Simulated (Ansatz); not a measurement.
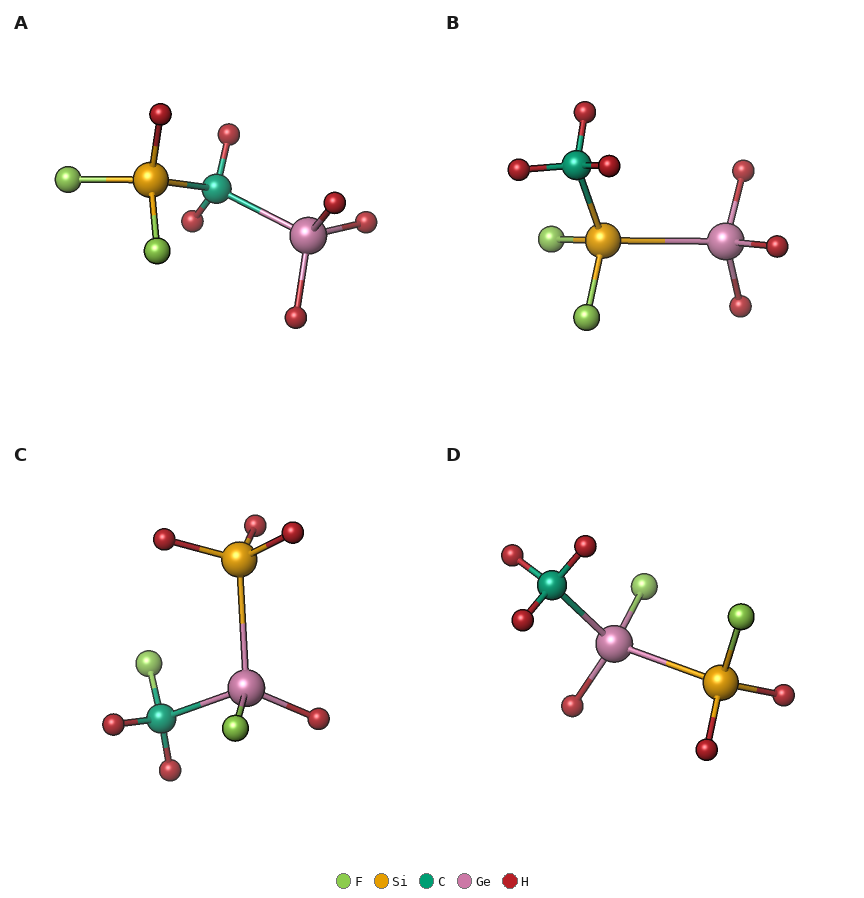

4 stationary structures of one formula. Geometries: PBE-D4/def2-SVP. Electronic energies: PBE-D4/def2-SVP (Ansatz 0.2.0), without zero-point energy. No frequency run is at hand to confirm each as a minimum. Each is one conformer, not always the lowest.

Question: Are they conformers, stereoisomers or constitutional isomers?

Answer: They are constitutional isomers of CH6F2GeSi: A `F[SiH](F)[CH2][GeH3]`, B `C[Si](F)(F)[GeH3]`, C `F[CH2][Ge@H]([F])[SiH3]`, D `[CH3][Ge@@H]([F])[SiH2]F`.

Question: Which is lowest in energy, and by how much?

Answer: B is lowest; A lies 29.3 kJ/mol above it, D lies 108.2 kJ/mol above it, C lies 302.6 kJ/mol above it.
